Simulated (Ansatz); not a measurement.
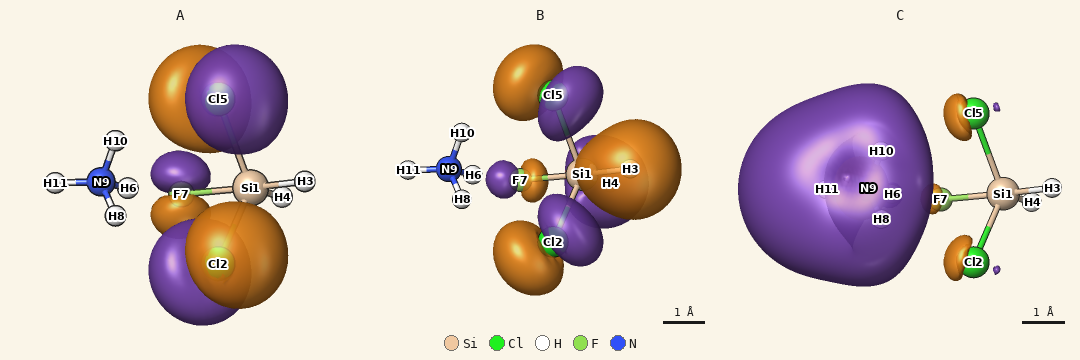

Cl2FH2Si···NH4. Three frontier orbitals at ±0.08 Å⁻³ᐟ² (orange and purple are the two phases), in no order.

The product side of a reaction path; geometry: PBE0-D4/def2-TZVP.

These are results of Ansatz 0.2.0, RKS PBE0-D4/def2-TZVPP, not measurements.

Input

```
crystal:
  periodic: [false, false, false]
  atoms:
    - {symbol: Si, position_ang: [-0.510291, 1.042120, -1.140436]}
    - {symbol: Cl, position_ang: [-0.934930, -1.048457, -1.524094]}
    - {symbol: H, position_ang: [0.023586, 1.192020, -2.526856]}
    - {symbol: H, position_ang: [-1.573804, 2.080514, -1.160165]}
    - {symbol: Cl, position_ang: [1.463208, 1.430049, -0.332438]}
    - {symbol: H, position_ang: [-0.222837, -0.338301, 1.152683]}
    - {symbol: F, position_ang: [-1.011079, 0.723033, 0.531339]}
    - {symbol: H, position_ang: [0.310907, -1.770004, 0.509422]}
    - {symbol: N, position_ang: [0.520590, -1.111328, 1.263771]}
    - {symbol: H, position_ang: [1.404372, -0.640477, 1.053929]}
    - {symbol: H, position_ang: [0.530277, -1.559066, 2.173044]}
basis:
  gaussian: {orbitals: def2-TZVPP}
hamiltonian: {xc: pbe0, dispersion: d4}
output: {orbitals: {seedname: orbitals}}
```

Launched as:

```sh
ansatz run in.yaml --threads 8 --pin off --events-out ev --progress --plain --max-ram 19148MiB
```

Q: Order the three orbitals by energy and name them.

A: A is the HOMO−1 (−8.43 eV). It lies mainly on Cl2 (about 45 %), Cl5 (about 45 %) and F7 (about 10 %); largely a combination of lone pairs on Cl2, Cl5 and F7. B is the HOMO (−7.11 eV). Its weight (Hirshfeld) is mainly on H3 (about 30 %), Si1 (about 25 %), Cl2 (about 15 %), Cl5 (about 15 %) and H4 (about 10 %). C is the LUMO (−0.46 eV). By Hirshfeld shares it lies mainly on H11 (about 40 %), N9 (about 20 %), H8 (about 15 %) and H10 (about 15 %).

Q: What is the HOMO–LUMO gap?

A: 6.65 eV between the orbital energies.
